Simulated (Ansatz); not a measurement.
# What (BP)2(AlN)1 [001] superlattice, started as zinc blende distorts into

Aim: this structure of (BP)2(AlN)1 [001] superlattice, started as zinc blende is to be tested for unstable modes, and one is followed downhill.

Main program and level: Ansatz 0.2.0; DFT PBEsol, scalar-relativistic, plane waves, PAW.

The structure was built from a prototype and need not be the compound's stable phase.

## Step 1: The starting structure

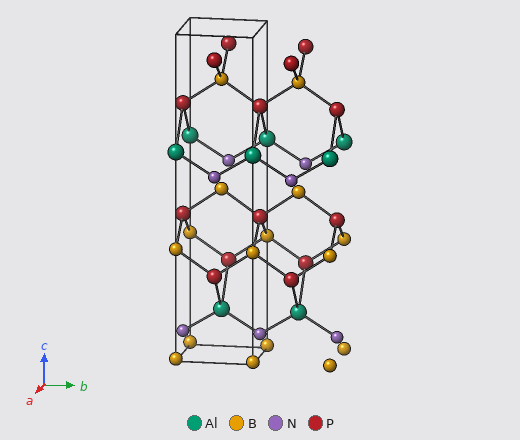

Start, viewed slightly off an axis; aluminium teal, boron orange, nitrogen purple, phosphorus red. 1×2×1 cells are drawn. This picture shows the conventional cell, with its axes. Bonds to atoms that aren't drawn are left out. Some periodic images of atoms are drawn too.

## Step 2: Modes at Γ

The cell comes from relaxations at this level that are not shown. The zone centre is the only wavevector solved here; it holds the modes that light can see, as far as symmetry allows. No field response is asked, since the mesh shows no gap.

File input.yaml:

```yaml
crystal:
  lattice:
    - [2.2797130241, 2.2797130241, 0.0]
    - [-2.1910097814, 2.1910097814, 0.0]
    - [2.2353614027, 0.0443516214, 6.8993021203]
  atoms:
    - { symbol: Al, position: [0.6400392196, 0.3599607804, 0.7199215608] }
    - { symbol: B, position: [0.0076679753, -0.0076679753, -0.0153359507] }
    - { symbol: B, position: [0.3429475267, 0.6570524733, 0.3141049466] }
    - { symbol: "N", position: [0.0683177609, 0.4316822391, 0.8633644783] }
    - { symbol: P, position: [0.4264180325, 0.0735819675, 0.1471639351] }
    - { symbol: P, position: [0.7646094851, 0.7353905149, 0.4707810299] }
kpoints:
  mp_grid: { grid: [12, 12, 12] }
hamiltonian:
  xc: pbesol
scf:
  occupations: { method: methfessel_paxton, width: 0.2 }
output:
  eigenvalues: true
phonons:
  method: dfpt
```

Launch:

```
$ ansatz run input.yaml --threads 8 --pin off --max-ram 14336MiB --backend cpu --events-out ev --progress --plain --runs-dir out
```

Numbers of over 12 decimals in the logs are rounded to 6 here.

What it wrote:

```text
Warning: crystal.symmetry: narrowed to the stabiliser of the run's FFT grids — unitary ops 4 → 1. A phonons.method: dfpt run fills in the rows of the dynamical matrix that it does not solve by its symmetry operations, which is exact only for operations that map its FFT grids onto themselves: filled in by any other, the frequencies could depend on the order in which like atoms are typed, or, by more than the grids' own error, on where the crystal sits among the grids' points. Excluded: 3 operations. The run can therefore solve more perturbations, solve them on more k-points, or both, and cost more. [rest of the remark cut]
Engine: ansatz 0.2.0, x86_64-unknown-linux-gnu
Pseudopotentials: kind: paw
Pseudopotential: Al, paw, valence charge 3, recommended cutoff 420 eV (normal), Al.paw.azcp
Pseudopotential: B, paw, valence charge 3, recommended cutoff 420 eV (normal), B.paw.azcp
Pseudopotential: N, paw, valence charge 5, recommended cutoff 420 eV (normal), N.paw.azcp
Pseudopotential: P, paw, valence charge 5, recommended cutoff 420 eV (normal), P.paw.azcp
Functional definition: PBEsol
  exchange = pbesol_x
  correlation = pbesol_c
Crystal: 6 atoms, lattice volume = 68.922 Å³
Basis set: ecut = 420 eV, 1339 PW (Γ), exchange–correlation on 48×48×100 points (8 copies of the dense FFT grid, shifted against one another)
Bands: 18, of which v1, the nominal top of the filled ones, is band 12 counted from 1 (11 counted from 0)
Symmetry: 4 space group operations
k-points: 868 of 1728 (irreducible under 1 space group operation, time reversal used)
Non-local potential: Al, projectors of the file, l = 0: 2, l = 1: 2, l = 2: 1
Non-local potential: B, projectors of the file, l = 0: 2, l = 1: 2, l = 2: 1
Non-local potential: N, projectors of the file, l = 0: 2, l = 1: 2, l = 2: 1
Non-local potential: P, projectors of the file, l = 0: 2, l = 1: 2, l = 2: 2
PAW form: soft (Blöchl's): semilocal exchange-correlation on the pseudo side does not see the compensation charge
PAW frozen core: Al, regenerated for the run's functional, and the local potential with it (the file was generated under x = pbe(κ = 0.804, μ = 0.219515), c = pbe(β = 0.066725))
PAW frozen core: B, regenerated for the run's functional, and the local potential with it (the file was generated under x = pbe(κ = 0.804, μ = 0.219515), c = pbe(β = 0.066725))
PAW frozen core: N, regenerated for the run's functional, and the local potential with it (the file was generated under x = pbe(κ = 0.804, μ = 0.219515), c = pbe(β = 0.066725))
PAW frozen core: P, regenerated for the run's functional, and the local potential with it (the file was generated under x = pbe(κ = 0.804, μ = 0.219515), c = pbe(β = 0.066725))
PAW one-centre angular grid: Al, 110 points (default); XC on 64 Gauss nodes
PAW one-centre angular grid: B, 110 points (default); XC on 64 Gauss nodes
PAW one-centre angular grid: N, 110 points (default); XC on 64 Gauss nodes
PAW one-centre angular grid: P, 110 points (default); XC on 64 Gauss nodes
Initial density: superposition of atomic densities (neutral atoms: chi_scale 0, normalization atom), corrected by the library's trained network
Initial wavefunctions: pseudopotential atomic-orbital guess
Functional: x = pbesol(κ = 0.804, μ = 0.123457), c = pbesol(β = 0.046)
SCF iter   1: F=—  HF=-2690.680631 eV  |F-HF|=—  |Δ(HF+E_count)|=         —  Δρ=6.82e-3  dr2=3.98e-2  ethr=1.77e-3  ⟨swp⟩=6.4  Hψ=98417  notcnv=0
preconditioner: auto → Kerker (q_TF=auto, 2.288 Å⁻¹)  [metal: Δε(μ)=0.003 eV  Ē_g=10.939 eV  σ=0.200 eV  W_gap=0.01  n_scr=12 (ndim 8)  ℏωp=21.9 eV  f_vac=0.000  D(μ)=0.46/eV (n_scr^D=2)]
SCF iter   2: F=—  HF=-2690.673288 eV  |F-HF|=—  |Δ(HF+E_count)|=   7.34e-3  S|Δr|=    0.00e0  Δρ=3.09e-3  dr2=1.20e-2  ethr=1.66e-4  ⟨swp⟩=1.3  Hψ=24144  notcnv=0
SCF iter   3: F=—  HF=-2690.670862 eV  |F-HF|=—  |Δ(HF+E_count)|=   2.43e-3  S|Δr|=    0.00e0  Δρ=1.21e-3  dr2=2.75e-3  ethr=4.99e-5  ⟨swp⟩=1.5  Hψ=18708  notcnv=0
SCF iter   4: F=—  HF=-2690.670336 eV  |F-HF|=—  |Δ(HF+E_count)|=   5.26e-4  S|Δr|=    0.00e0  Δρ=3.60e-4  dr2=2.25e-4  ethr=1.15e-5  ⟨swp⟩=2.3  Hψ=23755  notcnv=0
SCF iter   5: F=—  HF=-2690.670317 eV  |F-HF|=—  |Δ(HF+E_count)|=   1.89e-5  S|Δr|=    0.00e0  Δρ=1.15e-4  dr2=2.00e-5  ethr=9.36e-7  ⟨swp⟩=2.3  Hψ=23587  notcnv=0
SCF iter   6: F=—  HF=-2690.670314 eV  |F-HF|=—  |Δ(HF+E_count)|=   2.99e-6  S|Δr|=    0.00e0  Δρ=3.10e-5  dr2=1.11e-6  ethr=8.34e-8  ⟨swp⟩=2.7  Hψ=25207  notcnv=0
SCF iter   7: F=—  HF=-2690.670314 eV  |F-HF|=—  |Δ(HF+E_count)|=   9.30e-8  S|Δr|=    0.00e0  Δρ=8.39e-6  dr2=6.83e-8  ethr=4.64e-9  ⟨swp⟩=2.2  Hψ=24217  notcnv=0
SCF iter   8: F=—  HF=-2690.670314 eV  |F-HF|=—  |Δ(HF+E_count)|=   1.05e-8  S|Δr|=    0.00e0  Δρ=1.54e-6  dr2=2.85e-9  ethr=2.85e-10  ⟨swp⟩=2.5  Hψ=24440  notcnv=0
SCF iter   9: F=—  HF=-2690.670314 eV  |F-HF|=—  |Δ(HF+E_count)|=  2.73e-11  S|Δr|=    0.00e0  Δρ=4.04e-7  dr2=3.22e-10  ethr=1.19e-11  ⟨swp⟩=2.1  Hψ=24592  notcnv=0
SCF iter  10: F=—  HF=-2690.670314 eV  |F-HF|=—  |Δ(HF+E_count)|=  4.82e-11  S|Δr|=    0.00e0  Δρ=1.14e-7  dr2=2.72e-11  ethr=1.34e-12  ⟨swp⟩=2.0  Hψ=23395  notcnv=0
SCF iter  11: F=-2690.670314 eV  HF=-2690.670314 eV  |F-HF|=4.55e-13  |Δ(HF+E_count)|=  4.09e-12  S|Δr|=    0.00e0  Δρ=3.13e-8  dr2=9.67e-13  ethr=1.00e-12  ⟨swp⟩=10.7  Hψ=91886  notcnv=0
SCF 1 converged in 11 iterations: F = -2690.670314 eV  dr2 = 9.67e-13
  greatest PAW one-centre occupation: 0.783 electrons in one spin orbital (limit 2), on the N atom at site 3 (counted from 0), in its partial waves of l = 0
DFPT response loops at Γ: preconditioner auto → Kerker (q_TF=auto, 2.288 Å⁻¹) (partly filled bands, converged f_vac=0.000); β = 1.00, the filter's whole step (`scf.mixing.beta` (0.50) is not read by the response loops under this deck's `scf.mixing.preconditioner`; to damp them name `kerker` or `kerker_dos`, under which they read `scf.mixing.beta`, and type it under 1.00, their step now; both keys bind the ground state too); Broyden in place of MSR1
SCF converged after 11 iterations
Stability not checked: this state was not tested for a lower state beside it, because cold or Methfessel-Paxton smearing, or corrected tetrahedra, fill the levels in a way that the test cannot read (fill_not_monotonic; see scf.lower_state_search)
Free energy (F): -2690.670314 eV
Harris-Foulkes:  -2690.670314 eV  (|F-HF|=4.55e-13)
Internal energy: -2690.672760 eV  (E = F + TS)
E sigma→0 (E₀):  -2690.670925 eV
Entropy (-TS):   0.002446 eV (0.408 meV/atom)
Fermi energy:    10.282765 eV
--- Per-component energies (eV) ---
  E_band       = 54.653787
  E_kinetic    = 397.254853
  E_local      = -400.106986  (includes V_loc(G=0)·N_el)
  E_nonlocal   = 146.991797
  E_hartree    = 130.173500
  E_xc         = -287.690425
  E_vxc        = -306.369864  (∫ρ·V_xc dr)
  E_paw        = -1836.570279  (= ΣΔE_a)
  E_vpaw       = -43.463107  (= ΣTr[D̂ρ^β])
  E_aug_tail   = 0.000092  (compensation charges beyond the density's cutoff)
  E_ewald      = -840.894164
  E_core_change = 0.168852  (= ΣΔE_core)
  E_smearing   = 0.002446  (= −TS)
  E_closure    = 0.000000  (closes the sum)
  Σ components = -2690.670314   (vs F -2690.670314, Δ=0.00e0)
--- Band table (eV; the first three rows and the last of 868) ---
  k-point 0: bands = [... 8 lower, 6.5991, 8.2036, 8.5537, 9.2107, 10.6006, 11.2704, 11.6197, 12.9530, ... 2 higher]
  k-point 1: bands = [... 8 lower, 6.6070, 8.0954, 8.5289, 9.2566, 10.5706, 11.2668, 11.6119, 13.0293, ... 2 higher]
  k-point 2: bands = [... 8 lower, 6.6288, 7.8268, 8.4608, 9.3439, 10.4913, 11.2683, 11.5867, 13.2165, ... 2 higher]
  k-point 867: bands = [... 8 lower, 3.9853, 4.1864, 5.1422, 5.1449, 10.1693, 11.2384, 12.3796, 12.6147, ... 2 higher]
--- Phonons (Γ-DFPT): 18 representative perturbations + reference, on 868 of 1728 k-points (Σ response iterations 54) ---
  ASR residual: 4.267e-5 → 0.000e0 eV/Å²; symmetrization residual: 7.583e-7 eV/Å²
  The last average, over the group as it would stand without the narrowing to the FFT grids, took up to 5.219e-6 eV/Å² of the zone centre's force constants
  ASR residual per site (eV/Å²): 3.89e-5 5.98e-6 1.53e-6 4.27e-5 9.62e-6 1.04e-5
  Γ frequencies (cm⁻¹): -179.30 0.00 0.00 0.00 188.83 215.21 272.44 333.10 394.16 406.76 441.20 601.75 690.16 752.89 760.08 788.53 791.36 806.71
  non-analytic LO–TO correction: not included (Born effective charges unavailable; polar crystals: no LO–TO splitting at Γ)
```

Elapsed: 2.7 min, on 8 threads of Intel Xeon Platinum 8488C (Sapphire Rapids), shared host; peak memory 3.7 GiB.

The column dr2 measures how far the density is from self-consistency, as an energy; F and HF (Harris–Foulkes) agree once it is small.

Numbers from this step:

```
volume per atom                                         : 11.49 Å³
gap on the k-mesh                                       : 0 eV
sum-rule residual before enforcement                    : 4.27e-5 eV/Å²
point group                                             : mm2
highest optical mode at the zone centre (no LO-TO term) : 806.7 cm⁻¹
lowest optical zone-centre mode                         : -179.3 cm⁻¹
```

Patterns of degenerate modes are one choice out of their space. Modes at Γ, with each element's share of the kinetic energy (negative means imaginary):

| mode | frequency (cm⁻¹) | symmetry | Al % | B % | N % | P % |
| --- | --- | --- | --- | --- | --- | --- |
| 1 | -179.3 | B1 | 0 | 57 | 43 | 0 |
| 2 | 0.0 | acoustic | 22 | 17 | 11 | 50 |
| 3 | 0.0 | acoustic | 22 | 17 | 11 | 50 |
| 4 | 0.0 | acoustic | 22 | 17 | 11 | 50 |
| 5 | 188.8 | B1 | 20 | 11 | 9 | 60 |
| 6 | 215.2 | B2 | 37 | 12 | 13 | 38 |
| 7 | 272.4 | B2 | 14 | 16 | 3 | 67 |
| 8 | 333.1 | B1 | 14 | 33 | 24 | 30 |
| 9 | 394.2 | B1 | 44 | 9 | 13 | 33 |
| 10 | 406.8 | A1 | 45 | 7 | 0 | 47 |
| 11 | 441.2 | A1 | 10 | 13 | 20 | 56 |
| 12 | 601.8 | A1 | 22 | 13 | 39 | 25 |
| 13 | 690.2 | B2 | 21 | 25 | 43 | 11 |
| 14 | 752.9 | B2 | 3 | 67 | 12 | 19 |
| 15 | 760.1 | B1 | 0 | 72 | 0 | 27 |
| 16 | 788.5 | A1 | 0 | 83 | 2 | 15 |
| 17 | 791.4 | A1 | 1 | 66 | 27 | 7 |
| 18 | 806.7 | B2 | 4 | 63 | 18 | 16 |

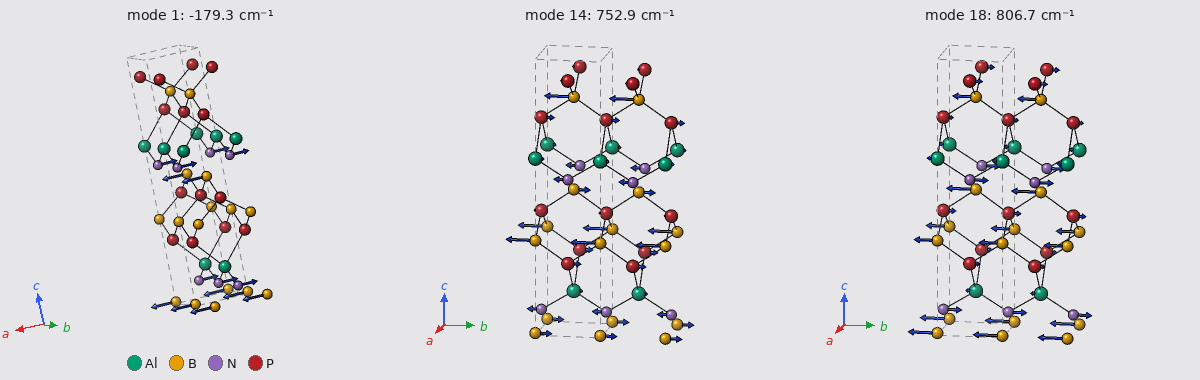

Displacement patterns of modes 1, 14 and 18 at Γ; arrows are exaggerated. Bonds to atoms that aren't drawn are left out. 1×2×1 conventional cells are drawn. Some periodic images of atoms are drawn too.

Before it was imposed, the acoustic sum rule was missed by 4.3e-5 eV/Å². Small misses are needed for a sound result but don't prove that mesh and cutoff are converged. The lowest optical mode is imaginary, 179.3i cm⁻¹, so the energy falls along it.

## Step 3: The mode frozen in, largest atomic shift 0 Å

The mode followed lies at Γ with frequency 179.3i cm⁻¹, the softest among the wavevectors solved. At small amplitude the distorted cell has space group no. 8 by a symmetry search on the positions. The undistorted cell that holds it gives the zero of energy on the same k mesh.

input.yaml: that of step 2 with these lines changed.

```diff
@@ -7,3 +7,3 @@
     - { symbol: Al, position: [0.6400392196, 0.3599607804, 0.7199215608] }
-    - { symbol: B, position: [0.0076679753, -0.0076679753, -0.0153359507] }
+    - { symbol: B, position: [0.0076679753, 0.9923320247, 0.9846640493] }
     - { symbol: B, position: [0.3429475267, 0.6570524733, 0.3141049466] }
@@ -19,4 +19,4 @@
 output:
+  forces: true
+  stress: true
   eigenvalues: true
-phonons:
-  method: dfpt
```

What it wrote:

```text
[...]
Crystal: 6 atoms, lattice volume = 68.922 Å³
Basis set: ecut = 420 eV, 1339 PW (Γ), exchange–correlation on 48×48×100 points (8 copies of the dense FFT grid, shifted against one another)
Bands: 18, of which v1, the nominal top of the filled ones, is band 12 counted from 1 (11 counted from 0)
Symmetry: 4 space group operations
[...]
k-point 0: bands = [... 8 lower, 6.5991, 8.2035, 8.5536, 9.2106, 10.6005, 11.2704, 11.6196, 12.9530, ... 2 higher]
  k-point 1: bands = [... 8 lower, 6.6069, 8.0953, 8.5288, 9.2565, 10.5705, 11.2668, 11.6118, 13.0293, ... 2 higher]
  k-point 2: bands = [... 8 lower, 6.6288, 7.8268, 8.4608, 9.3439, 10.4913, 11.2683, 11.5867, 13.2165, ... 2 higher]
  k-point 279: bands = [... 8 lower, 4.1625, 4.4123, 5.0152, 5.0553, 10.5315, 11.4169, 11.5922, 12.0374, ... 2 higher]
[key lines of the parts left out:]
SCF converged after 7 iterations
Free energy (F): -2690.670314 eV
Fermi energy:    10.282720 eV
P = ⅓ Tr σ = 0.0002 GPa (0.002 kbar)
```

Wall time 3.1 s (8 threads); peak memory 0.78 GiB; 23 s of CPU time.

Numbers from this step:

```
pressure                         : 1.54e-4 GPa
energy from the undistorted cell : 0 meV/atom
```

The run ends at a pressure of 0.00 GPa, with forces up to 6.6e-4 eV/Å.

## Step 4: The mode frozen in, largest atomic shift 0.08 Å

The atoms are moved along the unstable eigenvector, the largest shift by 0.08 Å, with the cell fixed.

input.yaml, the sections that differ from step 3:

```yaml
crystal:
  lattice:
    - [2.2797130241, 2.2797130241, 0.0]
    - [-2.1910097814, 2.1910097814, 0.0]
    - [2.2353614027, 0.0443516214, 6.8993021203]
  atoms:
    - { symbol: Al, position: [0.6400392196, 0.3611814531, 0.7199215608] }
    - { symbol: B, position: [0.0076679753, 0.9665135445, 0.9846640493] }
    - { symbol: B, position: [0.3429475267, 0.6561761004, 0.3141049466] }
    - { symbol: "N", position: [0.0683177609, 0.451342377, 0.8633644783] }
    - { symbol: P, position: [0.4264180325, 0.0730826875, 0.1471639351] }
    - { symbol: P, position: [0.7646094851, 0.7352523581, 0.4707810299] }
# kpoints, hamiltonian, scf, output: as in step 3
```

What it wrote:

```text
[...]
Crystal: 6 atoms, lattice volume = 68.922 Å³
Basis set: ecut = 420 eV, 1339 PW (Γ), exchange–correlation on 48×48×100 points (8 copies of the dense FFT grid, shifted against one another)
Bands: 18, of which v1, the nominal top of the filled ones, is band 12 counted from 1 (11 counted from 0)
Symmetry: 2 space group operations
[...]
k-point 0: bands = [... 8 lower, 6.5774, 8.1711, 8.5847, 9.2074, 10.5850, 11.2624, 11.5883, 12.9273, ... 2 higher]
  k-point 1: bands = [... 8 lower, 6.5849, 8.0684, 8.5594, 9.2501, 10.5572, 11.2587, 11.5810, 12.9837, ... 2 higher]
  k-point 2: bands = [... 8 lower, 6.6053, 7.8113, 8.4902, 9.3333, 10.4828, 11.2603, 11.5566, 13.1021, ... 2 higher]
  k-point 475: bands = [... 8 lower, 4.1564, 4.4043, 5.0111, 5.0538, 10.5298, 11.4011, 11.5834, 12.0205, ... 2 higher]
[key lines of the parts left out:]
SCF converged after 7 iterations
Free energy (F): -2690.675555 eV
Fermi energy:    10.262283 eV
P = ⅓ Tr σ = 0.6502 GPa (6.502 kbar)
```

It took 5.2 s on 8 threads; peak memory 0.99 GiB.

Numbers from this step:

| Item | Value |
| --- | --- |
| pressure | 0.6502 GPa |
| energy from the undistorted cell | -0.875 meV/atom |

The energy, extrapolated to zero smearing, is -0.88 meV/atom against the undistorted cell.

The run ends at a pressure of 0.65 GPa, with forces up to 0.18 eV/Å.

## Step 5: Energy along the mode, all amplitudes (two of the runs are shown above)

An imaginary frequency means negative curvature, so the energy should fall and then rise again as anharmonic terms take over.

This step gave:

| Quantity | Value |
| --- | --- |
| depth at the lowest point sampled | 0.875 meV/atom |
| largest atomic shift at that point | 0.08 Å |

The energy from the parent by largest shift of an atom, one sign:

| largest shift of an atom, one sign (Å) | energy from the parent (meV/atom) |
| --- | --- |
| 0.0000 | 0 |
| 0.0400 | -0.28 |
| 0.0800 | -0.875 |
| 0.1400 | -0.468 |
| 0.2200 | 12.0 |

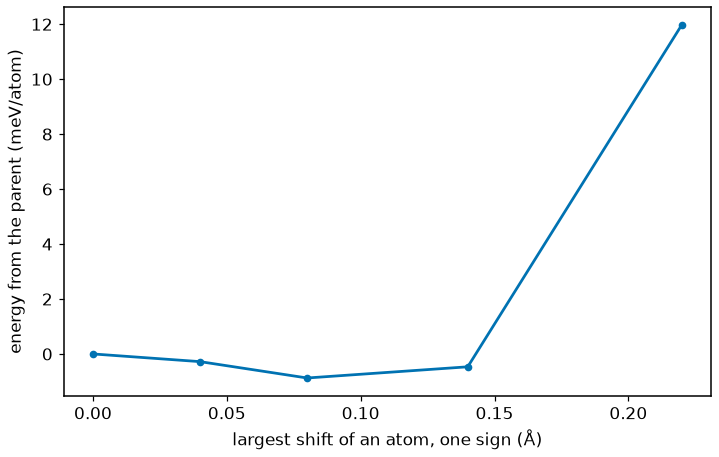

Energy from the parent, plotted against largest shift of an atom, one sign.

Displacement at unit largest shift by atom:

| atom | x (Å) | y (Å) | z (Å) | size |
| --- | --- | --- | --- | --- |
| Al1 | -0.033 | 0.033 | 0.000 | 0.047 |
| B2 | 0.707 | -0.707 | 0.000 | 1.000 |
| B3 | 0.024 | -0.024 | 0.000 | 0.034 |
| N4 | -0.538 | 0.538 | 0.000 | 0.761 |
| P5 | 0.014 | -0.014 | 0.000 | 0.020 |
| P6 | 0.004 | -0.004 | 0.000 | 0.006 |

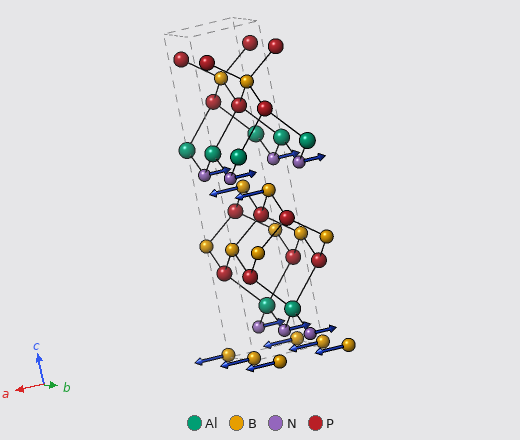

Displacement at unit largest shift as arrows, the longest 1.000 Å. Bonds to atoms that aren't drawn are left out. 1×2×1 conventional cells are drawn. Some periodic images of atoms are drawn too.

The lowest of the steps tried is at 0.08 Å, 0.875 meV/atom below the parent; the bottom of the well need not coincide with a step.

(Part 1 of 3 ends here.)

[Logs are printed without paths, hosts, clocks, repeated set-up lines and the standing remarks that a program may print on its own settings, such as how far it seeks lower states.]

[Hosts, paths, dates, database ids (printed as entryN), source tags and the programs' standing remarks are cut or masked in the printed files.]
